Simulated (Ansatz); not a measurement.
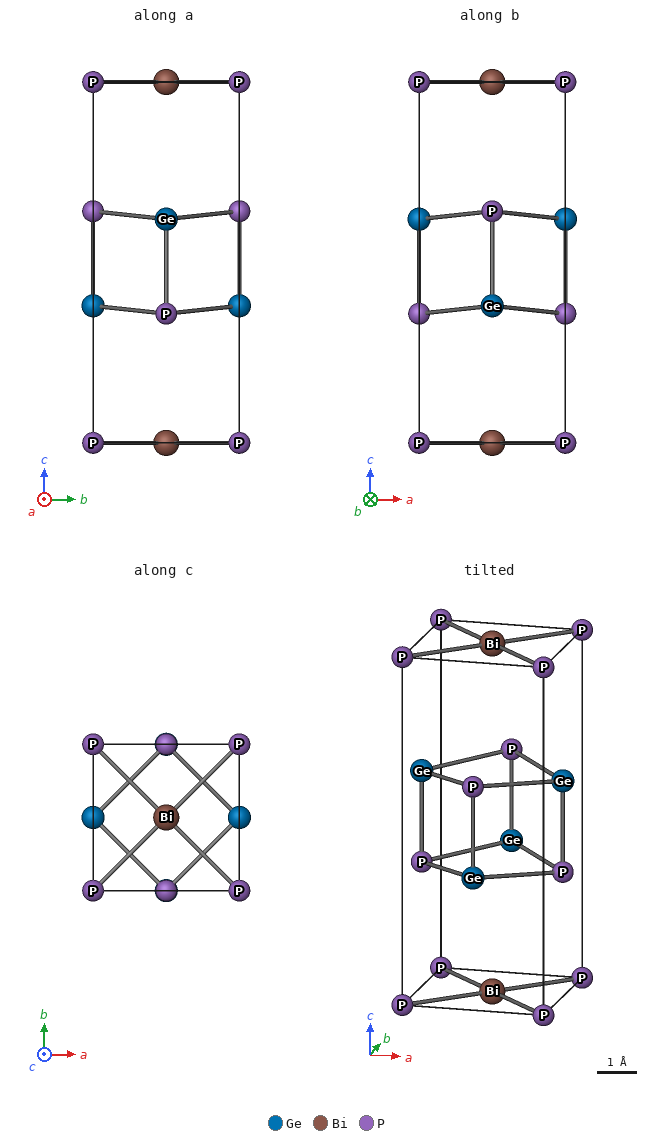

The image is a ball-and-stick drawing of a crystal, viewed along the a axis, along the b axis, along the c axis and slightly off an axis. The outline marks the conventional unit cell.

Lattice parameters: a = 3.778 Å, b = 3.778 Å, c = 9.319 Å, α = 90.00°, β = 90.00°, γ = 90.00°. Put a along x and b in the xy plane.

Q: Record the structure as a POSCAR file, with free fractional coordinates to two decimals.

A:
```
Ge Bi P
1.0
     3.778    0.000    0.000
     0.000    3.778    0.000
     0.000    0.000    9.319
Ge Bi P
2 1 3
Direct
  0.00 0.50 0.62
  0.50 0.00 0.38
  0.50 0.50 0.00
  0.00 0.50 0.36
  0.50 0.00 0.64
  0.00 0.00 0.00
```

The structure comes from a structure type filled with these elements by a generator (whether the compound takes this form wasn't checked). Earlier steps of the study, as a rule a relaxation of our own, may have changed the cell and positions, so they can lie some per cent off the listed ones. It went into a calculation with Ansatz.
